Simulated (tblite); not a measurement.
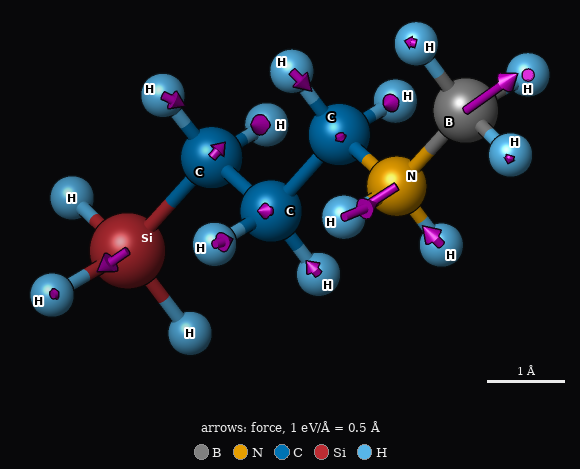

Starting geometry of C3H14BNSi with the computed forces as purple arrows. Style: ball-and-stick. Shown from a free direction.

The calculation used GFN2-xTB geometry optimisation, gas phase in tblite 0.8.0. 

Is this structure relaxed? If not, where do the atoms go?

Answer. It isn't relaxed: the largest force vector, on the B atom, is 2.04 eV/Å. The final displacements follow the starting forces only in part (cosine between the two patterns 0.54). The B atom moves most after the best rigid fit: 0.13 Å. By element the largest moves are B 0.13 Å, Si 0.08 Å, H 0.07 Å, C 0.04 Å, N 0.03 Å. Near-neighbour distances that change, for instance: B–N 1.532 → 1.646 Å, H–N 1.054 → 1.016 Å, C–Si 1.869 → 1.905 Å, C–H 1.118 → 1.094 Å. Bond angles that change, for instance: N–B–H 110.8° → 106.2°, N–B–H 109.4° → 104.9°, H–B–H 108.4° → 112.8°. The energy falls by 24.3 kJ/mol in 36 geometry steps.
